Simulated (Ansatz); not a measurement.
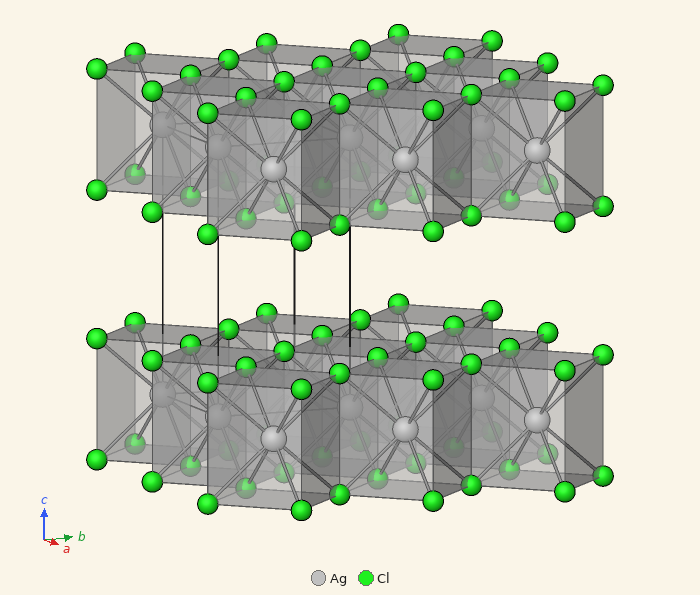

Polyhedra are drawn about Ag (bonds: Ag–Cl below 3.1 Å); other atoms are plain spheres.

System AgCl₄ (space group P4/mmm, No. 123); source of the atomic positions: the end point of a relaxation with DFT PBE, scalar-relativistic, plane waves, PAW in Ansatz 0.2.0; the starting structure was generated, so it need not be a known form of this composition.

What figure surrounds each Ag atom, and what does it share with the other drawn polyhedra?

Ag: AgCl8 cube, sharing edges with four neighbours.

What is the connectivity of the polyhedra: isolated, groups, chains, layers or framework?

They form layers of edge-sharing cubes parallel to (001).

How far apart are the centres of linked polyhedra?

Centre to centre across a shared edge: 4.16 Å.
